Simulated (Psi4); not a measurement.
**[NH4]+ (SMILES [NH4+]), step by step**

Wanted: a structure relaxation (PBE0-D4/6-31G), then vibrational wavenumbers, then a single-point energy (SCS-MP2/aug-cc-pVDZ), then the excited states (TDA-PBE0/6-31G) of [NH4]+. 

The calculation is run with Psi4 1.11.

### Step 1. The system as given

The species is [NH4]+ (5 atoms), meant as a singlet with charge +1. As SMILES, `[NH4+]`. Geometry: relaxed at GFN2-xTB. The run starts from this shape.

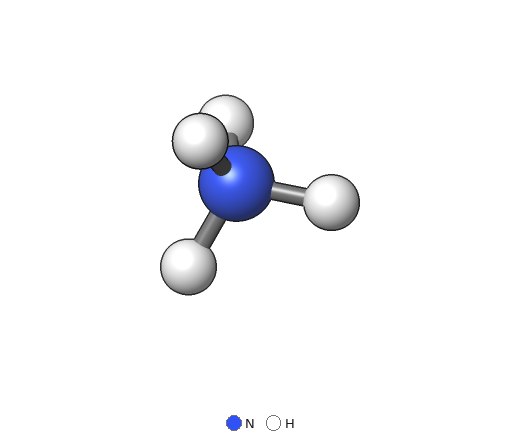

Viewed from a chosen angle; nitrogen blue, hydrogen white.

### Step 2. A structure relaxation at PBE0-D4/6-31G (density fitting) (run 1)

Input file h4n.xyz:

```xyz
5
H4N
N      0.000080     0.000050    -0.000010
H      0.455870    -0.450720     0.805650
H     -0.977900     0.217540     0.236550
H      0.024080    -0.637350    -0.808220
H      0.497880     0.870480    -0.233970
```

Input file calc.py:

```python
import psi4

psi4.set_memory(1600000000)
psi4.set_num_threads(1)
psi4.core.set_output_file('h4n.out', False)

with open('h4n.xyz') as f:
    atoms = ''.join(f.readlines()[2:])
m = psi4.geometry('1 1\n' + atoms + '')

psi4.set_options({
    'basis': '6-31G',
    'geom_maxiter': 60,
})

e, wfn = psi4.optimize('pbe0-d4', molecule=m, return_wfn=True)
print(f'pbe0-d4 energy: {e:.10f} Eh')
print(m.to_string(dtype='xyz', units='Angstrom'))
```

Started as:

```
python calc.py
```

h4n.out:

```text
[...]
  Running in c1 symmetry.
[...]
  Nuclear repulsion =   16.280031679007529
[...]
  Multiplicity = 1
[...]
  Nalpha       = 5
  Nbeta        = 5
[...]
    Number of basis functions: 17
[...]
   @DF-RKS iter   1:   -56.75039791769552    1.16275e-01   2.37334e-02 DIIS/ADIIS
[...]
   @DF-RKS iter   5:   -56.81655601064303   -4.05009e-12   9.51087e-09 DIIS
[...]
    Orbital Energies [Eh]
    ---------------------
    Doubly Occupied:
       1A    -14.762304     2A     -1.275901     3A     -0.840823
       4A     -0.840786     5A     -0.840776
[...]
  @DF-RKS Final Energy:   -56.81655601064303
   => Energetics <=
    Nuclear Repulsion Energy =             16.3405494731266714
    One-Electron Energy =                -104.8317169557831363
    Two-Electron Energy =                  37.7862177747979473
    DFT Exchange-Correlation Energy =      -6.1112921606284072
    Empirical Dispersion Energy =          -0.0003141421561041
    VV10 Nonlocal Energy =                  0.0000000000000000
    Total Energy =                        -56.8165560106430334
[...]
 Multipole Moments:
 ------------------------------------------------------------------------------------
     Multipole            Electronic (a.u.)      Nuclear  (a.u.)        Total (a.u.)
 ------------------------------------------------------------------------------------
 L = 1.  Multiply by 2.5417464519 to convert [e a0] to [Debye]
 Dipole X            :          0.0000501           -0.0002086           -0.0001586
 Dipole Y            :          0.0000255           -0.0001053           -0.0000798
 Dipole Z            :         -0.0000083            0.0000384            0.0000300
 Magnitude           :                                                    0.0001800
[...]
  -Total Gradient:
     Atom            X                  Y                   Z
    ------   -----------------  -----------------  -----------------
       1        0.000052610097     0.000026523913    -0.000009751150
       2       -0.000032941543     0.000001799949    -0.000032482186
       3        0.000030149259    -0.000009562448    -0.000007903374
       4       -0.000011233219     0.000013478287     0.000039911646
       5       -0.000037908425    -0.000030212680     0.000010252715
[...]
    Final optimized geometry and variables:
    Molecular point group: c1
    Full point group: C1
    Geometry (in Angstrom), charge = 1, multiplicity = 1:
    N            0.000016012315     0.000008083275    -0.000002945729
    H            0.454216999818    -0.448856836873     0.802728113253
    H           -0.974515804629     0.216604720319     0.235713936646
    H            0.023918688522    -0.634846400556    -0.805328813349
    H            0.496157635569     0.866986205261    -0.233072307561
```

On the terminal:

```text
Some dependencies such as QCElemental have not yet finished migration to pydantic v2. If issues are encountered please downgrade pydantic or upgrade QCElemental as appropriate
Optimizer: Optimization complete!
pbe0-d4 energy: -56.8165560106 Eh
5
1 1 H4N
N                     0.000016012315     0.000008083275    -0.000002945729
H                     0.454216999818    -0.448856836873     0.802728113253
H                    -0.974515804629     0.216604720319     0.235713936646
H                     0.023918688522    -0.634846400556    -0.805328813349
H                     0.496157635569     0.866986205261    -0.233072307561
```

It took 5.7 s on 1 thread of Intel Xeon Platinum 8488C (Sapphire Rapids), shared host; peak memory 0.29 GiB.

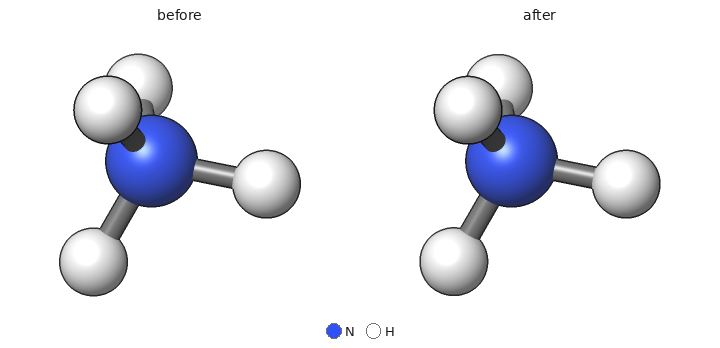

Before and after, at one scale.

After the run. Bond lengths: N1–H2 1.026 Å, N1–H3 1.026 Å, N1–H4 1.026 Å, N1–H5 1.026 Å. Angles: H2–N1–H3 109.5°, H2–N1–H4 109.5°, H2–N1–H5 109.5°, H3–N1–H4 109.5°, H3–N1–H5 109.5°, H4–N1–H5 109.5°.

### Step 3. The harmonic vibrations at PBE0-D4/6-31G (density fitting) (run 2)

Input file job.dat:

```
memory 1600 MB

molecule mol {
  1 1
  N      0.000074     0.000044    -0.000010
  H      0.454275    -0.448821     0.802721
  H     -0.974458     0.216641     0.235707
  H      0.023977    -0.634810    -0.805336
  H      0.496216     0.867022    -0.233080
}

set basis 6-31G
set t 298.15
set rotational_symmetry_number 12

freq('pbe0-d4')
```

Started as:

```
psi4 job.dat job.out -n 1
```

job.out, shortened:

```text
[...]
  Running in c1 symmetry.
[...]
  Nuclear repulsion =   16.340548246203475
[...]
  Multiplicity = 1
[...]
  Nalpha       = 5
  Nbeta        = 5
[...]
    Number of basis functions: 17
[...]
   @DF-RKS iter   1:   -56.74984846279575    1.23311e-01   2.38627e-02 DIIS/ADIIS
[...]
   @DF-RKS iter   6:   -56.81655381613003   -6.16325e-11   3.52216e-09 DIIS
[...]
    Orbital Energies [Eh]
    ---------------------
    Doubly Occupied:
       1A    -14.762264     2A     -1.276064     3A     -0.841095
       4A     -0.840942     5A     -0.840731
[...]
  @DF-RKS Final Energy:   -56.81655381613003
   => Energetics <=
    Nuclear Repulsion Energy =             16.3446887467414541
    One-Electron Energy =                -104.8387615263477386
    Two-Electron Energy =                  37.7894411973048108
    DFT Exchange-Correlation Energy =      -6.1116081103174249
    Empirical Dispersion Energy =          -0.0003141235111289
    VV10 Nonlocal Energy =                  0.0000000000000000
    Total Energy =                        -56.8165538161300319
[...]
 Multipole Moments:
[...]
  -Total Gradient:
     Atom            X                  Y                   Z
    ------   -----------------  -----------------  -----------------
       1       -0.000056118285    -0.000786925582    -0.000685360757
       2       -0.000088081081    -0.000177601943    -0.000093605501
       3        0.000009419746    -0.000056004482    -0.000021813751
       4        0.000025925669     0.000765552581     0.001039904975
       5        0.000109337936     0.000255180426    -0.000239408729
[...]
  ==> Harmonic Vibrational Analysis <==
[...]
  Freq [cm^-1]                1621.0673           1621.3685           1621.5224
[...]
  IR activ [km/mol]            269.4445            269.5750            269.4933
[...]
  Freq [cm^-1]                1780.8478           1780.9063           3393.6200
[...]
  IR activ [km/mol]             0.0004              0.0005              0.0003
[...]
  Freq [cm^-1]                3533.9563           3534.1055           3534.3796
[...]
  IR activ [km/mol]            189.8626            189.9102            189.8747
[...]
  Total E_0, Enthalpy at 0 [K]                                                          -56.76547535 [Eh]
[...]
  Total H, Enthalpy at  298.15 [K]                                                      -56.76168673 [Eh]
[...]
  Total G, Gibbs energy at  298.15 [K]                                                  -56.78278156 [Eh]
[...]
```

It took 35 s on 1 thread of Intel Xeon Platinum 8488C (Sapphire Rapids), shared host; peak memory 0.28 GiB.

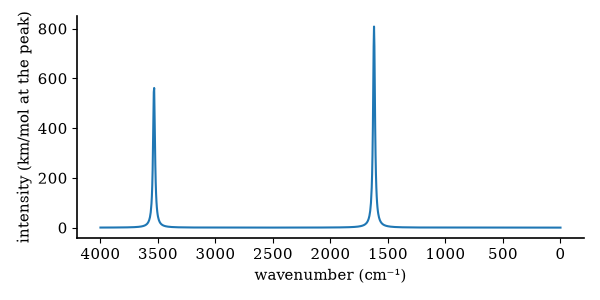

Harmonic infrared spectrum, unscaled, lines broadened by 10 cm⁻¹.

### Step 4. The energy at SCS-MP2/aug-cc-pVDZ (density fitting) (run 3)

Input file input.dat:

```
memory 1600 mb

molecule {
  1 1
  N      0.000074     0.000044    -0.000010
  H      0.454275    -0.448821     0.802721
  H     -0.974458     0.216641     0.235707
  H      0.023977    -0.634810    -0.805336
  H      0.496216     0.867022    -0.233080
}

set {
  freeze_core true
}

e, wfn = energy('scs-mp2/aug-cc-pVDZ', return_wfn=True)
```

Started as:

```
psi4 -n 1 input.dat output.dat
```

output.dat:

```text
[...]
  Running in c1 symmetry.
[...]
  Nuclear repulsion =   16.340548246203475
[...]
  Multiplicity = 1
[...]
  Nalpha       = 5
  Nbeta        = 5
[...]
    Number of basis functions: 59
[...]
   @RHF iter   1:   -56.49460511791988   -3.91877e-02   5.03800e-03 DIIS/ADIIS
[...]
   @RHF iter   8:   -56.54743779383509   -1.64135e-12   1.81124e-09 DIIS
[...]
    Orbital Energies [Eh]
    ---------------------
    Doubly Occupied:
       1A    -15.948711     2A     -1.546182     3A     -0.997632
       4A     -0.997591     5A     -0.997578
[...]
  @RHF Final Energy:   -56.54743779383509
   => Energetics <=
    Nuclear Repulsion Energy =             16.3405482462034755
    One-Electron Energy =                -104.8005829652692285
    Two-Electron Energy =                  31.9125969252306732
    Total Energy =                        -56.5474377938350869
[...]
 Multipole Moments:
 ------------------------------------------------------------------------------------
     Multipole            Electronic (a.u.)      Nuclear  (a.u.)        Total (a.u.)
 ------------------------------------------------------------------------------------
 L = 1.  Multiply by 2.5417464519 to convert [e a0] to [Debye]
 Dipole X            :          0.0000850           -0.0002082           -0.0001232
 Dipole Y            :          0.0000433           -0.0001048           -0.0000616
 Dipole Z            :         -0.0000153            0.0000379            0.0000225
 Magnitude           :                                                    0.0001396
[...]
	SCS-MP2 Total Energy (a.u.)        :   -56.74205208813955
	SOS-MP2 Total Energy (a.u.)        :   -56.74319242106587
	SCSN-MP2 Total Energy (a.u.)       :   -56.62092333073636
[...]
	SOS-PI-MP2 Total Energy (a.u.)     :   -56.75825046931439
[...]
	MP2 Total Energy (a.u.)            :   -56.73977142228694
[...]
```

Run time: 2.3 s. Hardware: 1 thread of Intel Xeon Platinum 8488C (Sapphire Rapids), shared host; peak memory 0.25 GiB.

### Step 5. The vertical excitations at TDA-PBE0/6-31G (density fitting, save jk yes) (run 4)

Input file calc.inp:

```
memory 1600 mb

molecule {
  1 1
  N      0.00013984     0.00008315    -0.00001890
  H      0.85845534    -0.84814877     1.51692284
  H     -1.84145874     0.40939216     0.44542168
  H      0.04530996    -1.19961704    -1.52186448
  H      0.93771234     1.63843412    -0.44045737
  units au
  symmetry c1
}

set basis 6-31G
set save_jk true

from psi4.driver.procrouting.response.scf_response import tdscf_excitations
e_tot, wfn = energy("pbe0", return_wfn=True)
states = tdscf_excitations(wfn, states=4, tda=True)
```

Started as:

```
psi4 calc.inp calc.out -n 1
```

calc.out:

```text
[...]
  Running in c1 symmetry.
[...]
  Nuclear repulsion =   16.340548254412436
[...]
  Multiplicity = 1
[...]
  Nalpha       = 5
  Nbeta        = 5
[...]
    Number of basis functions: 17
[...]
   @DF-RKS iter   1:   -56.74953432026368    1.23311e-01   2.38627e-02 DIIS/ADIIS
[...]
   @DF-RKS iter   5:   -56.81624176305305   -1.42840e-07   6.80680e-07 DIIS
[...]
    Orbital Energies [Eh]
    ---------------------
    Doubly Occupied:
       1A    -14.762304     2A     -1.275901     3A     -0.840823
       4A     -0.840786     5A     -0.840776
[...]
  @DF-RKS Final Energy:   -56.81624176305305
   => Energetics <=
    Nuclear Repulsion Energy =             16.3405482544124361
    One-Electron Energy =                -104.8316772705261428
    Two-Electron Energy =                  37.7861751146519609
    DFT Exchange-Correlation Energy =      -6.1112878615913067
    Empirical Dispersion Energy =           0.0000000000000000
    VV10 Nonlocal Energy =                  0.0000000000000000
    Total Energy =                        -56.8162417630530499
[...]
 Multipole Moments:
 ------------------------------------------------------------------------------------
     Multipole            Electronic (a.u.)      Nuclear  (a.u.)        Total (a.u.)
 ------------------------------------------------------------------------------------
 L = 1.  Multiply by 2.5417464519 to convert [e a0] to [Debye]
 Dipole X            :          0.0000502           -0.0002082           -0.0001581
 Dipole Y            :          0.0000253           -0.0001048           -0.0000795
 Dipole Z            :         -0.0000082            0.0000379            0.0000297
 Magnitude           :                                                    0.0001794
[...]
**********                               WARNING                                **********
**********       The names of excited state variables changed between 1.5       **********
[...]
**********                               WARNING                                **********
**********  Length-gauge rotatory strengths are **NOT** gauge-origin invariant  **********
[...]
                                    Excitation Energy         Total Energy        Oscillator Strength             Rotatory Strength
[...]
Excited State    1 (1 A):   0.58392 au   78.03 nm f = 0.1751
[...]
Excited State    2 (1 A):   0.58393 au   78.03 nm f = 0.1751
[...]
Excited State    3 (1 A):   0.58396 au   78.02 nm f = 0.1751
[...]
Excited State    4 (1 A):   0.64189 au   70.98 nm f = 0.0000
[...]
**********                               WARNING                                **********
**********       The names of excited state variables changed between 1.5       **********
[...]
```

It took 3.9 s on 1 thread of Intel Xeon Platinum 8488C (Sapphire Rapids), shared host; peak memory 0.26 GiB.

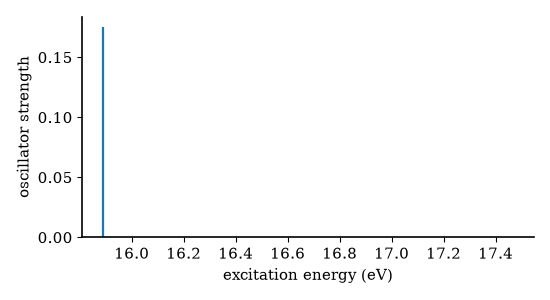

Vertical excitations as sticks.

The roots found:

```csv
excited state,energy (eV),strength,label
1,15.889,0.1751,A 1
2,15.889,0.1751,A 1
3,15.890,0.1752,A 1
4,17.467,0.0000,A 1
```

### Step 6. Results

```
                                                                        quantity             value
                                   run 1, PBE0-D4/6-31G: total energy at the end      -56.81656 Eh
                                               run 1, PBE0-D4/6-31G: HOMO energy         -22.88 eV
                                               run 1, PBE0-D4/6-31G: LUMO energy          -5.22 eV
                                             run 1, PBE0-D4/6-31G: HOMO–LUMO gap          17.66 eV
                                         run 1, PBE0-D4/6-31G: dispersion energy      -0.82 kJ/mol
                                run 2, PBE0-D4/6-31G: lowest harmonic wavenumber         1621 cm⁻¹
                               run 2, PBE0-D4/6-31G: highest harmonic wavenumber         3534 cm⁻¹
                                         run 2, PBE0-D4/6-31G: zero-point energy      134.1 kJ/mol
run 2, PBE0-D4/6-31G: ideal-gas entropy at 298.15 K (symmetry number 12 as used)  44.4 cal/(mol K)
                                        run 3, SCS-MP2/aug-cc-pVDZ: total energy      -56.74205 Eh
                 run 3, SCS-MP2/aug-cc-pVDZ: HOMO energy (Hartree–Fock orbitals)         -27.15 eV
                 run 3, SCS-MP2/aug-cc-pVDZ: LUMO energy (Hartree–Fock orbitals)          -4.01 eV
               run 3, SCS-MP2/aug-cc-pVDZ: HOMO–LUMO gap (Hartree–Fock orbitals)          23.14 eV
          run 3, SCS-MP2/aug-cc-pVDZ: correlation energy (1 core orbital frozen)        -194.6 mEh
                        run 4, TDA-PBE0/6-31G: ground-state or mean-field energy      -56.81624 Eh
                    run 4, TDA-PBE0/6-31G: HOMO energy (PBE0 Kohn–Sham orbitals)         -22.88 eV
                    run 4, TDA-PBE0/6-31G: LUMO energy (PBE0 Kohn–Sham orbitals)          -5.22 eV
                  run 4, TDA-PBE0/6-31G: HOMO–LUMO gap (PBE0 Kohn–Sham orbitals)          17.66 eV
                                 run 4, TDA-PBE0/6-31G: lowest excitation energy          15.89 eV
```

What this shows: The optimisation (run 1, PBE0-D4/6-31G) took 2 steps and changed the energy by -0.001 eV. All 9 modes (run 2, PBE0-D4/6-31G) are real, so the shape is a minimum at this level. The brightest of the 4 transitions from the ground state lies at 15.89 eV (78 nm, f = 0.525, degenerate roots summed). The basis has no diffuse functions, so Rydberg states are missing or pushed up, and the true lowest state may lie lower.
